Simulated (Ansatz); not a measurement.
Consider CH6FSi (charge −1).

The calculation's input:

```
crystal:
  periodic: [false, false, false]
  atoms:
    - {symbol: F, position_ang: [0.156668, 0.556550, -2.495766]}
    - {symbol: C, position_ang: [-0.072036, -0.255817, 1.147129]}
    - {symbol: Si, position_ang: [0.049677, 0.176414, -0.791078]}
    - {symbol: H, position_ang: [-1.113842, -0.429842, 1.453553]}
    - {symbol: H, position_ang: [0.322959, 0.563512, 1.765366]}
    - {symbol: H, position_ang: [0.501293, -1.161893, 1.391787]}
    - {symbol: H, position_ang: [-0.570911, -1.161322, -1.162716]}
    - {symbol: H, position_ang: [1.561582, 0.312940, -0.700106]}
    - {symbol: H, position_ang: [-0.835491, 1.399459, -0.608270]}
basis:
  gaussian: {orbitals: "def2-TZVPPD.json"}
total_charge: -1
hamiltonian: {xc: pbe0, dispersion: d4}
output: {orbitals: {seedname: orbitals}}
```

Launched as:

```sh
ansatz run in.yaml --threads 4 --pin off --events-out ev --progress --plain --max-ram 9574MiB
```

Geometry: PBE0-D4/def2-TZVPD.

All numbers below come from Ansatz 0.2.0, RKS PBE0-D4/def2-TZVPPD.

Q: What can the converged electron density and electron localisation function tell about the bonding?

A: Si–F (1.75 Å): ρ is about 0.82 e/Å³ halfway; the ELF peaks at about 0.85 in the valence shell of F, 0.6 Å from its nucleus, and is about 0.55 at the midpoint.
C–Si (1.99 Å): the density is about 0.79 e/Å³ at the midpoint; the ELF peaks at about 0.95 between the atoms; localised, covalent bonding.
C–H (1.10 Å): the density is about 1.9 e/Å³ at the midpoint; the ELF climbs to about 1 towards the hydrogen, as it does in any bond to H (an ordinary covalent bond to hydrogen).
Si–H (1.52 Å): the density is about 0.75 e/Å³ at the midpoint; the ELF climbs to about 1 towards the hydrogen.

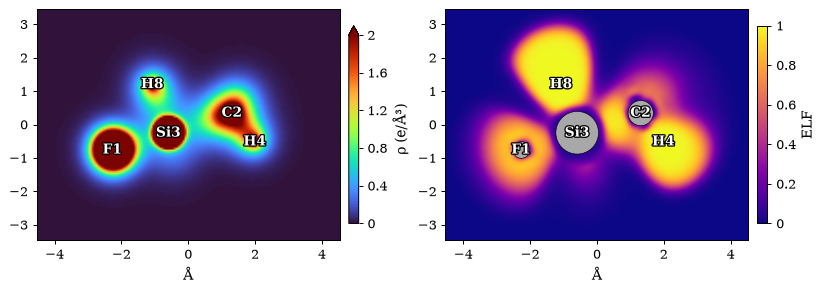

Computed electron density and electron localisation function on the plane of atoms C2, Si3 and H8, in this order. Grey discs cover the atomic cores in the ELF map. 
